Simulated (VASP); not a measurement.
Band structure of CdS (wurtzite). Calculation: SCAN meta-GGA, VASP's PBE PAW potentials (set 64) (plane waves; VASP 6.6.1).

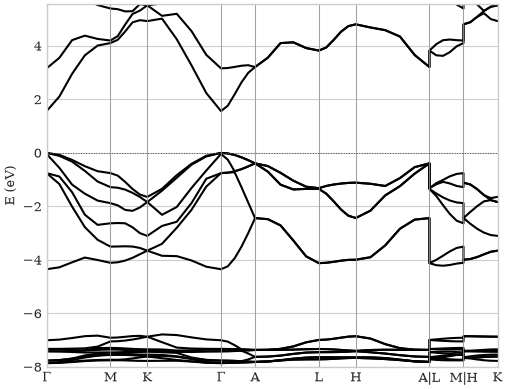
Figure: Bands along high-symmetry lines, zero at the valence-band maximum or, without a gap, the Fermi level

Q: Read the plot: is there a gap, and where are the band edges?

A: The gap is direct, 1.56 eV, from the valence maximum at Γ to the conduction minimum at Γ.

Measured: gap 2.64 eV at 0 K (computed value off by -1.08 eV), as given by X. Ren et al., All-electron periodic G0W0 implementation with numerical atomic orbital basis functions: algorithm and benchmarks (2021), arXiv:2011.01400 [zero-point renormalisation of 0.068 eV removed from the gap extrapolated to 0 K (as printed)].

The compound is CdS in the wurtzite structure. It was relaxed first.
